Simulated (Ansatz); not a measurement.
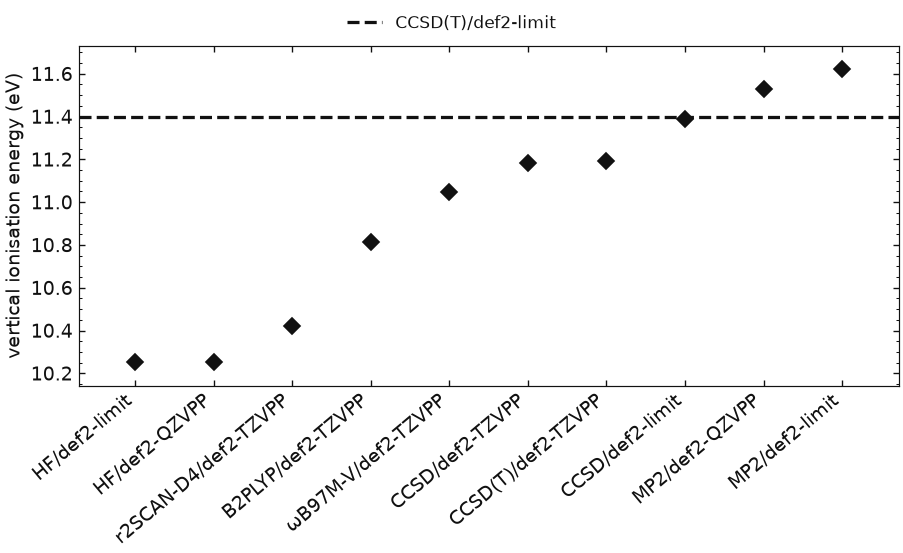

Vertical ionisation energy of C₂H₄Cl₂, SMILES ClCCCl, taken as the energy of the cation less that of the neutral at fixed geometry (unrestricted doublet cation, cores frozen in correlated methods, no spin-orbit coupling), the Ansatz code, at a PBE0-D4/def2-TZVP geometry (a minimum by its frequencies). Limit means an estimate of the basis limit from triple and quadruple zeta; for coupled cluster it is either extrapolated directly or built as the MP2 limit plus the step from MP2 in triple zeta. B2PLYP/def2-TZVPP holds a correlation term that converges slowly with the basis, so part of the distance to the limit is basis error. The distance of CCSD/def2-TZVPP, CCSD(T)/def2-TZVPP and MP2/def2-QZVPP to the limit includes basis error.

> Which level comes closest to the line (CCSD(T)/def2-limit), and which misses most?

Closest CCSD/def2-limit (11.39 eV), against 11.40 eV; farthest HF/def2-limit (10.25 eV).

> Give the values.

```
               level     eV  less CCSD(T)/def2-limit
       HF/def2-limit  10.25                    −1.15
       HF/def2-QZVPP  10.25                    −1.15
r2SCAN-D4/def2-TZVPP  10.42                    −0.98
   B2PLYP/def2-TZVPP  10.81                    −0.59
  ωB97M-V/def2-TZVPP  11.05                    −0.35
     CCSD/def2-TZVPP  11.18                    −0.22
  CCSD(T)/def2-TZVPP  11.19                    −0.21
     CCSD/def2-limit  11.39                    −0.01
      MP2/def2-QZVPP  11.53                     0.13
      MP2/def2-limit  11.62                     0.22
  CCSD(T)/def2-limit  11.40                     0.00
```

Caveats, for all or some of the runs: one conformer of a flexible molecule.
